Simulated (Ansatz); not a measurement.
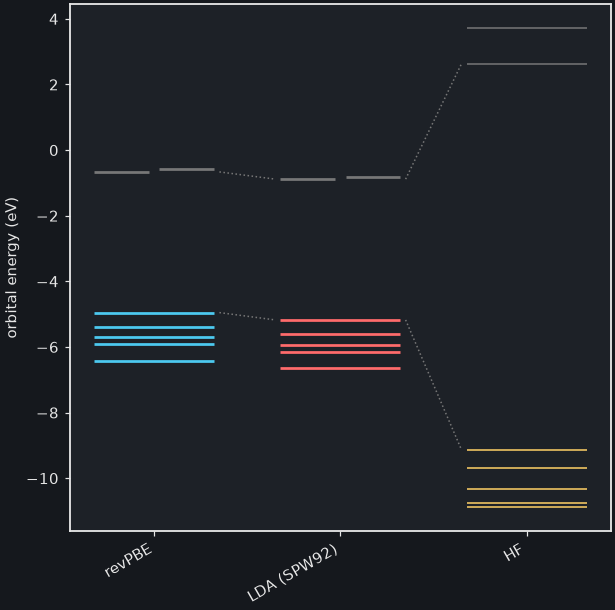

Frontier orbital energies of C₂H₁₀N₄W, SMILES C[N]=[W]([NH2])([NH2])=[N]C, singlet at one geometry, def2-TZVPP, the Ansatz code 0.2.0, at a PBE0-D4/def2-TZVP geometry (no frequency check). Empty levels are grey, levels within 0.1 eV stand side by side; all columns show the same few orbitals around the gap. Dotted lines join the HOMOs and the LUMOs.

Question: Compare the HOMO-LUMO separations.

Answer: The separation grows from 4.29 eV (revPBE) to 11.76 eV (HF).

```tsv
level	HOMO (eV)	LUMO (eV)	separation (eV)
revPBE	−4.95	−0.66	4.29
LDA (SPW92)	−5.18	−0.88	4.29
HF	−9.13	2.63	11.76
```

Caveats, for all or some of the runs: core potentials past krypton; empty levels above zero depend strongly on the basis; spin-orbit coupling is left out, and with W it can shift these levels and split any degenerate set.
